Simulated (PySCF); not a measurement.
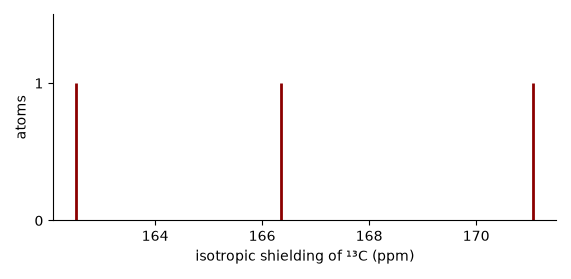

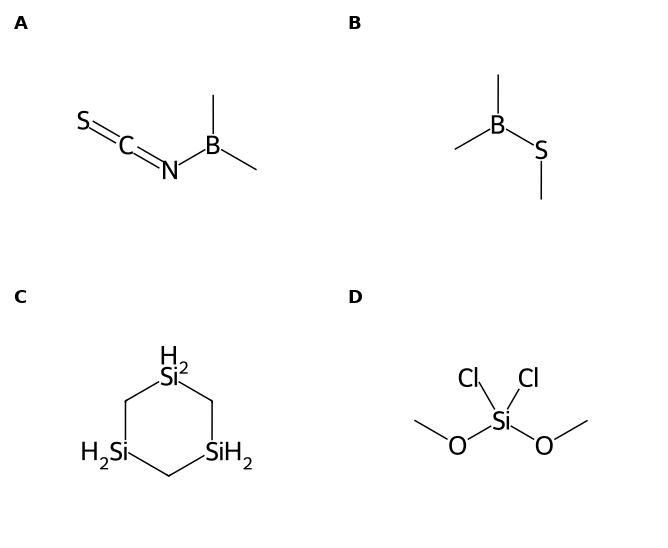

The sticks are computed shieldings of one of the molecules, for one fixed geometry (PBE0-D3(BJ)/def2-SVP) without averaging over rotations. Low shielding means a high chemical shift. Method: GIAO B3LYP/pcSseg-1 NMR shielding, non-relativistic, gas phase (PySCF 2.14.0).

> Match the spectrum to a structure.

B, `CSB(C)C`. Its 3 C atoms give lines at 162.5, 166.3, 171.1 ppm.
